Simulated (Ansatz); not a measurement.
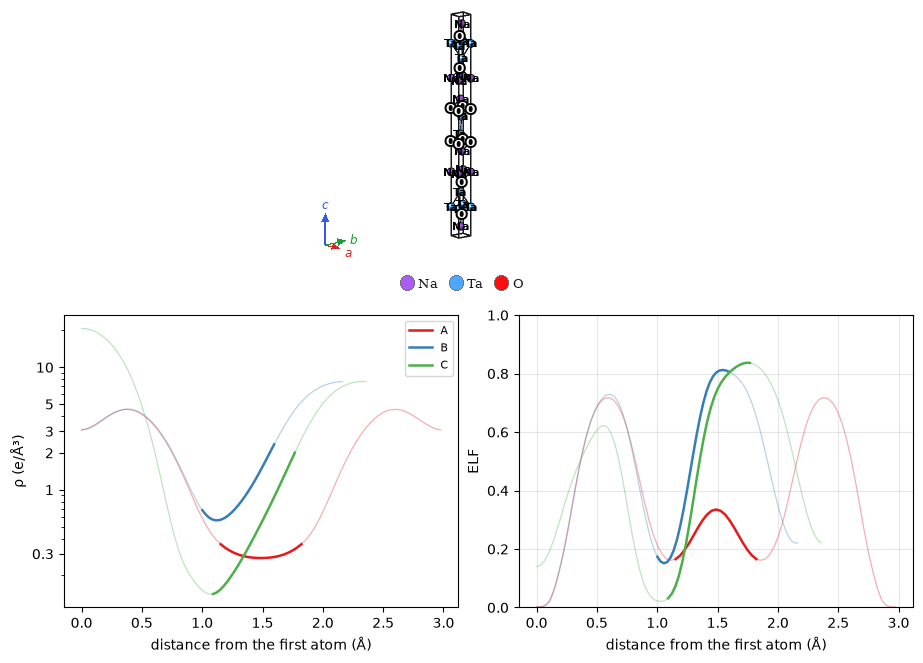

*NaTaO. Valence electron density and ELF along straight lines between neighbouring atoms. Thin, pale parts lie inside the atomic spheres. The structure is drawn too.*

Space group R-3m; a structure from a database of computed crystals, not necessarily the ambient phase; a generated structure, not necessarily the stable one; changed on purpose from its base cell (volume × 0.97, shape and atoms relaxed); computed pressure about 3 GPa in this cell.

Level of theory: Ansatz 0.2.0, DFT PBE, scalar-relativistic, plane waves, PAW.

Core electrons are frozen (PAW), and the valence fields are smoothed inside the atomic spheres.

Which curve belongs to which contact (Na–O, Ta–O and Ta–Ta)? The first atom named is at distance zero.

Answer. Curve A: Ta–Ta (2.98 Å): ρ at the midpoint is about 0.28 e/Å³; the ELF is about 0.35 at the midpoint. Curve B: Ta–O (2.16 Å): ρ at the midpoint is about 0.57 e/Å³; the ELF peaks at about 0.80 in the valence shell of O, 0.6 Å from its nucleus, and drops to about 0.15 between the two atoms (no localised pair shows between them). Curve C: Na–O (2.36 Å): the density is about 0.16 e/Å³ at the midpoint; the ELF peaks at about 0.85 in the valence shell of O, 0.6 Å from its nucleus, and is about 0.10 at the midpoint (no localised pair shows between them).
